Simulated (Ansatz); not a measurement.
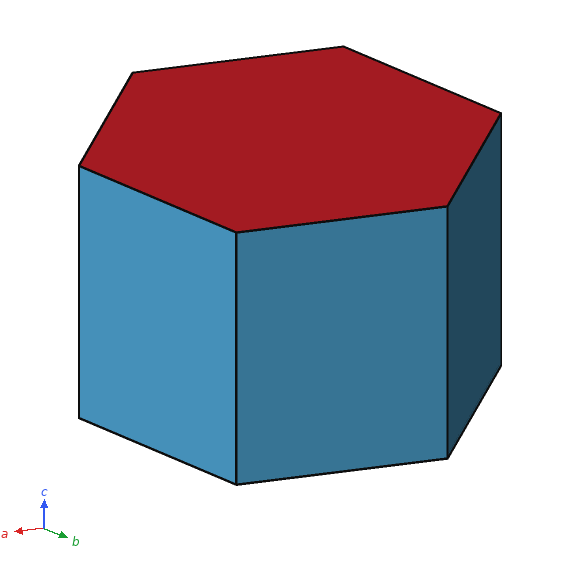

The shape was computed with the Donnay–Harker form of the Bravais–Friedel law: planes with larger spacing d grow more slowly and so show as larger faces; centring, glide planes and screw axes halve or divide d. Faces of one form share a colour. Cell of TaHg2P3: space group P6/mmm (No. 191), a = 4.947 Å, b = 4.947 Å, c = 5.808 Å, α = 90.00°, β = 90.00°, γ = 120.00°. Source: the end point of a relaxation with DFT PBE, scalar-relativistic, plane waves, PAW (Ansatz); the starting structure was generated, so it need not be a known form of this composition. Forms under 0.4 % of the area are left out.

> Which form is which colour?

blue: {100} (d = 4.28 Å, 60 % of the area); red: {001} (d = 5.81 Å, 40 % of the area).
